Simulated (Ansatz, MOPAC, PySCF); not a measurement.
Bond stretch in SMILES BO (H₃BO). The B1–O4 bond (B1 also carries H, H; O4 carries H) is pulled apart rigidly from the PBE0/def2-TZVP optimised geometry.

```
5

B      0.0000     0.0000     0.0000
H      0.0000     1.0674    -0.5395
H      0.0000    -1.0340    -0.6123
O      0.0000     0.0000     1.3477
H      0.0000    -0.8808     1.7311
```

- RKS-B3LYP/6-31G* = restricted B3LYP/6-31G*, spherical d in PySCF
- UHF/6-31G* = unrestricted Hartree-Fock/6-31G*, spherical d in PySCF
- PM7, restricted, heats of formation (MOPAC)
- RKS-LDA (SVWN5)/6-31G* = restricted LDA (SVWN5)/6-31G*, spherical d (PySCF)
- UKS-B3LYP = Ansatz (a program for electronic structure) with unrestricted B3LYP/cc-pVTZ

Energies are in eV, each relative to the lowest point of its own curve near equilibrium.

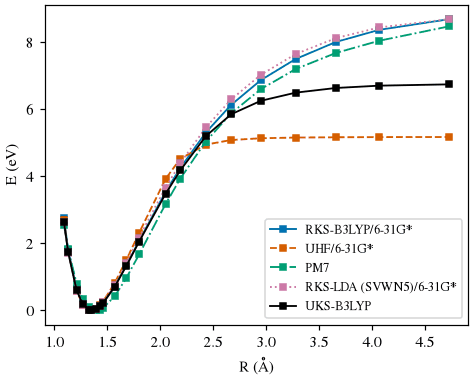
Figure: Energy against bond length for each method.

| R / Å | RKS-B3LYP/6-31G* | UHF/6-31G* | PM7 | RKS-LDA (SVWN5)/6-31G* | UKS-B3LYP |
|---|---|---|---|---|---|
| 1.09 | 2.749 | 2.703 | 2.547 | 2.644 | 2.641 |
| 1.13 | 1.801 | 1.750 | 1.814 | 1.717 | 1.726 |
| 1.21 | 0.620 | 0.576 | 0.789 | 0.571 | 0.589 |
| 1.27 | 0.184 | 0.155 | 0.332 | 0.158 | 0.171 |
| 1.33 | 0.012 | 0.004 | 0.083 | 0.006 | 0.010 |
| 1.35 | 0.000 | 0.000 | 0.039 | 0.000 | 0.000 |
| 1.39 | 0.028 | 0.045 | 0.000 | 0.040 | 0.031 |
| 1.43 | 0.114 | 0.150 | 0.019 | 0.137 | 0.118 |
| 1.46 | 0.209 | 0.259 | 0.065 | 0.239 | 0.212 |
| 1.57 | 0.707 | 0.813 | 0.419 | 0.764 | 0.705 |
| 1.68 | 1.336 | 1.503 | 0.962 | 1.415 | 1.324 |
| 1.80 | 2.069 | 2.304 | 1.662 | 2.168 | 2.042 |
| 2.05 | 3.527 | 3.916 | 3.164 | 3.656 | 3.469 |
| 2.19 | 4.247 | 4.517 | 3.928 | 4.388 | 4.171 |
| 2.43 | 5.297 | 4.937 | 5.030 | 5.450 | 5.189 |
| 2.67 | 6.125 | 5.075 | 5.872 | 6.285 | 5.844 |
| 2.95 | 6.861 | 5.129 | 6.593 | 7.021 | 6.245 |
| 3.28 | 7.493 | 5.149 | 7.192 | 7.640 | 6.489 |
| 3.66 | 8.000 | 5.158 | 7.673 | 8.116 | 6.628 |
| 4.07 | 8.362 | 5.163 | 8.038 | 8.434 | 6.697 |
| 4.73 | 8.680 | 5.166 | 8.466 | 8.682 | 6.736 |

At the longest distance, 4.73 Å, RKS-LDA (SVWN5)/6-31G* lies highest above its minimum (8.682 eV) and UHF/6-31G* lowest (5.166 eV).

The restricted form behind RKS-B3LYP/6-31G*, PM7, RKS-LDA (SVWN5)/6-31G* keeps the bonding electrons paired and can't separate into open-shell fragments. The unrestricted determinant behind UHF/6-31G* is spin-contaminated at 2.19 to 4.73 Å (<S²> up to 1.0, against 0.00 for a pure singlet). The unrestricted determinant behind UKS-B3LYP is spin-contaminated at 2.43 to 4.73 Å (<S²> up to 1.0, against 0.00 for a pure singlet).
